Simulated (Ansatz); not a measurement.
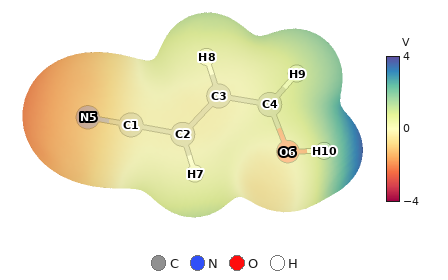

Figure 1: C₄H₄NO (SMILES N#C[CH]/C=C\O) (doublet). The electrostatic potential painted on the density surface at 0.002 e/bohr³, seen across its widest extent; red is negative and blue positive.

Geometry: r2SCAN-D4/def2-SVP.

Level of theory: isolated molecule in a Gaussian basis; Kohn-Sham density functional theory, functional PBE0 (Ansatz 0.2.0).

```xyz
10

C    -0.6245   -0.4489    1.8580
C     0.1137   -0.6105    0.6750
C     1.3143   -1.3342    0.6216
C     2.0545   -1.5049   -0.5304
N    -1.2472   -0.3096    2.8419
O     1.6441   -0.9661   -1.6958
H    -0.2801   -0.1452   -0.2343
H     1.7024   -1.7965    1.5332
H     2.9883   -2.0771   -0.5333
H     2.2731   -1.1797   -2.3957
```

> Where is the surface potential most negative and most positive?

The most negative region (about −2.0 V) lies over N5, the most positive (about +3.5 V) over H10. N5 is the likeliest acceptor of a hydrogen bond.
